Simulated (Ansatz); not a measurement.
# Si2NH5F (SMILES F[SiH2]N[SiH2]): UCAM-B3LYP/6-31G(d) (spherical functions)

What is the vertical ionisation energy of Si2NH5F at UCAM-B3LYP/6-31G* (spherical functions)? 

The results are computed with Ansatz 0.2.0.

74 further runs of the same task are left out: 74 set aside as unsound or not needed.

## Step 1: The molecule

Si2NH5F has 9 atoms, charge 0, and is taken as a doublet. SMILES: `F[SiH2]N[SiH2]`. The shape is that of a PBE0-D4/def2-TZVP optimisation. This is one conformer, not always the lowest.

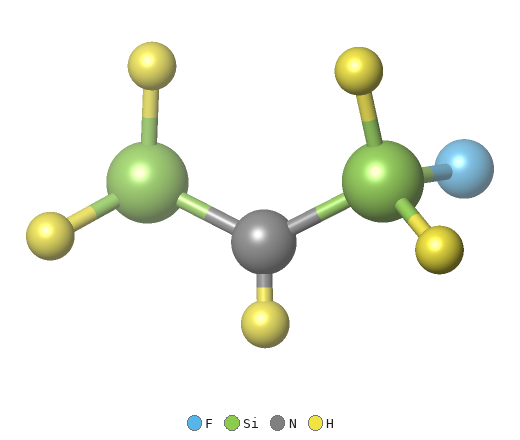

Viewed from a chosen angle; fluorine blue, silicon green, nitrogen grey, hydrogen yellow.

## Step 2: The energy at UCAM-B3LYP/6-31G(d) (spherical functions)

Input file in.yaml:

```yaml
crystal:
  periodic: [false, false, false]
  atoms:
    - {symbol: F, position_ang: [-1.778200, 1.208900, -1.181800]}
    - {symbol: Si, position_ang: [-0.288000, 1.123600, -0.604900]}
    - {symbol: N, position_ang: [0.241500, -0.491400, -0.403000]}
    - {symbol: Si, position_ang: [0.023600, -1.533600, 0.967900]}
    - {symbol: H, position_ang: [0.576300, 1.799100, -1.598800]}
    - {symbol: H, position_ang: [-0.302800, 1.779800, 0.718800]}
    - {symbol: H, position_ang: [0.600400, -0.942200, -1.234500]}
    - {symbol: H, position_ang: [-0.246300, -0.650000, 2.136200]}
    - {symbol: H, position_ang: [1.261800, -2.340700, 1.182700]}
basis:
  gaussian:
    orbitals: 6-31G_st_-spherical.json
magnetization:
  spin_polarized: true
  initial_magnetization: 1
hamiltonian:
  xc: {name: CAM-B3LYP}
accuracy: high
output: {orbitals: {seedname: orbitals}}
```

The basis set 6-31G* is read from a file made from the Basis Set Exchange's data (not shown).

Run with:

```console
$ ansatz run in.yaml --threads 1 --pin off --max-ram 3480MiB --events-out events.jsonl --progress --plain --runs-dir runs
```

Log:

```text
Warning: RAYON_NUM_THREADS=1 ignored (pool sized by the plan → 1); use --threads N
Functional definition: CAM-B3LYP
  name "CAM-B3LYP"
  parameter alpha = 0.19
  parameter beta = 0.46
  parameter omega = 0.33/bohr
  parameter ac = 0.81
  exchange = (1 - alpha - beta)*b88_x + beta*b88_x_sr(omega) + alpha*exact_x + beta*exact_x_lr(omega)
  correlation = (1 - ac)*vwn5_c + ac*lyp_c
1686 factors; integrals over basis functions are off by at most 3.6e-9 eV
437 factors; integrals over basis functions are off by at most 2.5e-9 eV
mean field evaluation 1: about -20037.1674 eV, gradient 3.8e1 eV
mean field evaluation 2: about -20033.7508 eV, gradient 4.7e1 eV
mean field evaluation 4: about -20042.4469 eV, gradient 1.9e0 eV
mean field evaluation 8: about -20042.6305 eV, gradient 1.1e-1 eV
mean field evaluation 16: about -20042.6306 eV, gradient 1.1e-4 eV
mean field -20042.63061292 eV, -736.5530896418 hartree, gradient 4.5e-8 eV, S^2 0.751554; 0 other end points of the search recorded, 0 dependent functions left out
reference -20042.63063364 eV, -736.5530904033 hartree; 25, 24 occupied and 49, 50 virtual orbitals, 1686 factors
Total energy: -20042.63063364 eV, -736.5530904033 hartree
```

Wall time 15 s (1 thread of Arm Neoverse V2, shared host); peak memory 0.41 GiB.

## Step 3: The singlet cation, same level

in.yaml, as its differences from that of step 2:

```diff
@@ -1 +1,4 @@
+basis:
+  gaussian:
+    orbitals: 6-31G_st_-spherical.json
 crystal:
@@ -5,3 +8,3 @@
     - {symbol: Si, position_ang: [-0.288000, 1.123600, -0.604900]}
-    - {symbol: N, position_ang: [0.241500, -0.491400, -0.403000]}
+    - {symbol: "N", position_ang: [0.241500, -0.491400, -0.403000]}
     - {symbol: Si, position_ang: [0.023600, -1.533600, 0.967900]}
@@ -12,8 +15,6 @@
     - {symbol: H, position_ang: [1.261800, -2.340700, 1.182700]}
-basis:
-  gaussian:
-    orbitals: 6-31G_st_-spherical.json
+total_charge: 1
 magnetization:
-  spin_polarized: true
-  initial_magnetization: 1
+  spin_polarized: false
+  initial_magnetization: 0
 hamiltonian:
```

The basis set 6-31G* is read from a file made from the Basis Set Exchange's data (not shown).

Run with:

```console
$ ansatz run in.yaml --threads 1 --pin off --max-ram 3480MiB --events-out events.jsonl --progress --plain --runs-dir runs
```

Log, shortened:

```text
Warning: RAYON_NUM_THREADS=1 ignored (pool sized by the plan → 1); use --threads N
[... 8 set-up lines as earlier in the session ...]
1685 factors; integrals over basis functions are off by at most 3.8e-9 eV
438 factors; integrals over basis functions are off by at most 2.5e-9 eV
mean field evaluation 1: about -20021.2472 eV, gradient 8.4e1 eV
mean field evaluation 2: about -19992.7365 eV, gradient 1.3e2 eV
mean field evaluation 4: about -20034.3436 eV, gradient 1.0e1 eV
mean field evaluation 8: about -20034.7028 eV, gradient 6.9e-1 eV
mean field evaluation 16: about -20034.7045 eV, gradient 1.6e-4 eV
mean field -20034.70446253 eV, -736.2618089874 hartree, gradient 1.8e-8 eV, S^2 0.000000; 0 other end points of the search recorded, 0 dependent functions left out
reference -20034.70448298 eV, -736.2618097389 hartree; 24, 24 occupied and 50, 50 virtual orbitals, 1685 factors
Total energy: -20034.70448298 eV, -736.2618097389 hartree
```

Run time: 8.7 s. Hardware: 1 thread of Arm Neoverse V2, shared host; peak memory 0.27 GiB.

## Step 4: What came out

Level: UCAM-B3LYP/6-31G* (spherical functions).

```
                                           quantity          value
                      doublet Si2NH5F: total energy  -736.55309 Eh
doublet Si2NH5F: HOMO energy (highest over α and β)       -6.86 eV
 doublet Si2NH5F: LUMO energy (lowest over α and β)       -1.12 eV
                              doublet Si2NH5F: ⟨S²⟩          0.752
                       singlet cation: total energy  -736.26181 Eh
                        singlet cation: HOMO energy      -15.25 eV
                        singlet cation: LUMO energy       -8.90 eV
                      singlet cation: HOMO–LUMO gap        6.35 eV
 vertical ionisation energy (to the singlet cation)       7.926 eV
```

In words: Removing an electron at fixed nuclei costs 7.93 eV (183 kcal/mol). Only the singlet of the ionised species was computed; a triplet could lie lower.
